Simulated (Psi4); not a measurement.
# SiNH4O2 (SMILES N[Si](O)O): U-wB97M-V/cc-pVDZ

Aim: the energy change on altering one bond length of SiNH4O2 at U-wB97M-V/cc-pVDZ, from 2 runs. 

Program for the calculation: Psi4 1.11.

2 further runs of the same task are left out: 2 set aside as unsound or not needed.

### 1 The structure to begin with

SiNH4O2 has 8 atoms, charge 0, and is taken as a doublet. SMILES: `N[Si](O)O`. The shape is that of a PBE0-D4/def2-TZVP optimisation. This is one conformer, not always the lowest.

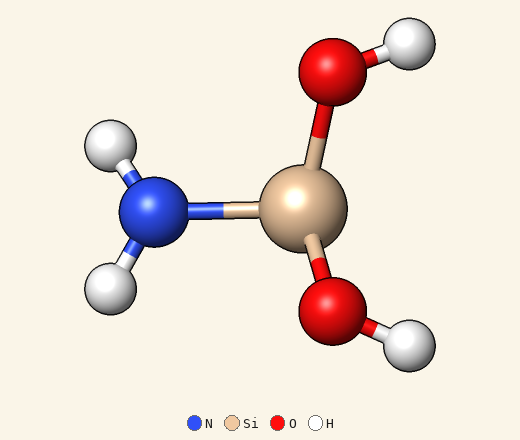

Viewed from a chosen angle; nitrogen blue, silicon light orange, oxygen red, hydrogen white.

### 2 The energy at U-wB97M-V/cc-pVDZ

Contents of h4no2si.inp:

```
memory 1600 MB

molecule system {
  0 2
  N     -0.498000     1.267000     0.129300
  Si     0.096000    -0.243600    -0.376000
  O      1.641600    -0.288300     0.202600
  O     -0.956500    -1.334700     0.277900
  H      0.071200     2.094000     0.065100
  H     -1.483600     1.467400     0.110500
  H      2.250900    -0.848000    -0.280900
  H     -1.029400    -2.171000    -0.184200
  symmetry c1
}

set basis cc-pVDZ
set reference uks
set puream true
set e_convergence 1e-09
set d_convergence 1e-08
set scf_type pk
set dft_radial_points 99
set dft_spherical_points 590
set maxiter 100

result = energy('wb97m-v')
```

Command:

```console
$ psi4 -i h4no2si.inp -o h4no2si.out -n 1
```

h4no2si.out:

```text
[...]
  Running in c1 symmetry.
[...]
  Nuclear repulsion =  176.842405236821378
[...]
  Multiplicity = 2
[...]
  Nalpha       = 21
  Nbeta        = 20
[...]
    Number of basis functions: 80
[...]
   @UKS iter   1:  -496.74051129201001   -4.66844e-01   1.13003e-02 ADIIS/DIIS
[...]
   @UKS iter  14:  -497.07297688131018   -7.38964e-13   2.41883e-09 DIIS
[...]
   @S^2 Observed:                7.516772128E-01
[...]
    Orbital Energies [Eh]
    ---------------------
    Alpha Occupied:
       1A    -66.449998     2A    -19.336076     3A    -19.336061
       4A    -14.488928     5A     -5.470006     6A     -3.785988
       7A     -3.784148     8A     -3.782862     9A     -1.131949
      10A     -1.114247    11A     -0.963586    12A     -0.673039
      13A     -0.619931    14A     -0.569898    15A     -0.535239
      16A     -0.511452    17A     -0.465945    18A     -0.449766
      19A     -0.409843    20A     -0.376387    21A     -0.248444
    Alpha Virtual:
      22A      0.131179    23A      0.145482    24A      0.146478
      25A      0.205586    26A      0.218629    27A      0.218945
[...]
  @UKS Final Energy:  -497.07297688131018
   => Energetics <=
    Nuclear Repulsion Energy =            176.8424052368213779
    One-Electron Energy =               -1037.6775806928671955
    Two-Electron Energy =                 398.0403714510793520
    DFT Exchange-Correlation Energy =     -34.4451554712674834
    Empirical Dispersion Energy =           0.0000000000000000
    VV10 Nonlocal Energy =                  0.1669825949237549
    Total Energy =                       -497.0729768813101828
[...]
 Multipole Moments:
 ------------------------------------------------------------------------------------
     Multipole            Electronic (a.u.)      Nuclear  (a.u.)        Total (a.u.)
 ------------------------------------------------------------------------------------
 L = 1.  Multiply by 2.5417464519 to convert [e a0] to [Debye]
 Dipole X            :          0.5285243           -0.4859257            0.0425986
 Dipole Y            :         -1.3485608            1.1934166           -0.1551442
 Dipole Z            :         -0.5042380           -0.2139658           -0.7182038
 Magnitude           :                                                    0.7360034
[...]
```

Wall time 3.2 min (1 thread of Intel Xeon Platinum 8375C at 2.90GHz (Ice Lake), shared host); peak memory 1.1 GiB.

### 3 The distorted shape

Contents of run.py:

```python
import psi4

psi4.set_memory('1600 MB')
psi4.set_num_threads(1)
psi4.set_output_file('h4no2si.out', False)

mol = psi4.geometry("""
0 2
N     -0.66177075     2.33749106     0.24966873
Si     0.46072657    -0.51712922    -0.70520988
O      3.38148727    -0.60159998     0.38818565
O     -1.52821018    -2.57900940     0.53048203
H      0.41386136     3.90029457     0.12834831
H     -2.80359768     2.77298412     0.20881474
H      4.53289739    -1.65927969    -0.52549693
H     -1.66597121    -4.15938736    -0.34276041
units bohr
symmetry c1
no_reorient
no_com
""")

psi4.set_options({
    'reference': 'uks',
    'puream': True,
    'e_convergence': 1e-09,
    'd_convergence': 1e-08,
    'scf_type': 'pk',
    'dft_radial_points': 99,
    'dft_spherical_points': 590,
    'maxiter': 100,
})

E = psi4.energy("wb97m-v/cc-pVDZ")
print(f'wb97m-v/cc-pVDZ energy: {E:.10f} Eh')
```

Command:

```console
$ python run.py
```

h4no2si.out:

```text
[...]
  Running in c1 symmetry.
[...]
  Nuclear repulsion =  176.107421733720315
[...]
  Multiplicity = 2
[...]
  Nalpha       = 21
  Nbeta        = 20
[...]
    Number of basis functions: 80
[...]
   @UKS iter   1:  -496.72610459652674   -5.30246e-01   1.12437e-02 ADIIS/DIIS
[...]
   @UKS iter  13:  -497.05984944850428   -2.03499e-11   9.11071e-09 DIIS
[...]
   @S^2 Observed:                7.517770561E-01
[...]
    Orbital Energies [Eh]
    ---------------------
    Alpha Occupied:
       1A    -66.449837     2A    -19.335825     3A    -19.335174
       4A    -14.500059     5A     -5.469706     6A     -3.785675
       7A     -3.783831     8A     -3.782583     9A     -1.131364
      10A     -1.113697    11A     -0.946667    12A     -0.670001
      13A     -0.614393    14A     -0.553836    15A     -0.529161
      16A     -0.508526    17A     -0.465351    18A     -0.448934
      19A     -0.408974    20A     -0.374256    21A     -0.247437
    Alpha Virtual:
      22A      0.122481    23A      0.135649    24A      0.147162
      25A      0.191177    26A      0.217153    27A      0.220269
[...]
  @UKS Final Energy:  -497.05984944850428
   => Energetics <=
    Nuclear Repulsion Energy =            176.1074217337203152
    One-Electron Energy =               -1036.3047327710812624
    Two-Electron Energy =                 397.3705839484609328
    DFT Exchange-Correlation Energy =     -34.3999846821716275
    Empirical Dispersion Energy =           0.0000000000000000
    VV10 Nonlocal Energy =                  0.1668623225673252
    Total Energy =                       -497.0598494485042806
[...]
 Multipole Moments:
 ------------------------------------------------------------------------------------
     Multipole            Electronic (a.u.)      Nuclear  (a.u.)        Total (a.u.)
 ------------------------------------------------------------------------------------
 L = 1.  Multiply by 2.5417464519 to convert [e a0] to [Debye]
 Dipole X            :        -17.1172862           17.1211833            0.0038971
 Dipole Y            :         15.3247396          -15.4676351           -0.1428954
 Dipole Z            :          0.5914711           -1.3070101           -0.7155389
 Magnitude           :                                                    0.7296782
[...]
```

The script printed:

```text
wb97m-v/cc-pVDZ energy: -497.0598494485 Eh
```

Run time: 3.1 min. Hardware: 1 thread of Intel Xeon Platinum 8375C at 2.90GHz (Ice Lake), shared host; peak memory 1.1 GiB.

### 4 Outcome

At U-wB97M-V/cc-pVDZ:

| quantity | value |
| --- | --- |
| first shape: total energy | -497.07298 Eh |
| first shape: dipole moment | 1.87 D |
| first shape: HOMO energy (highest over α and β) | -6.76 eV |
| first shape: LUMO energy (lowest over α and β) | 0.43 eV |
| first shape: ⟨S²⟩ | 0.752 |
| distorted shape: total energy | -497.05985 Eh |
| distorted shape: dipole moment | 1.85 D |
| distorted shape: HOMO energy (highest over α and β) | -6.73 eV |
| distorted shape: LUMO energy (lowest over α and β) | 0.45 eV |
| distorted shape: ⟨S²⟩ | 0.752 |
| energy change with the N1–H6 bond stretched from 1.006 to 1.157 Å | 0.357 eV |

What this shows: With the N1–H6 bond stretched from 1.006 to 1.157 Å the energy rises by 0.36 eV (34.5 kJ/mol). The first shape isn't relaxed at this level, so the change isn't measured from a minimum.
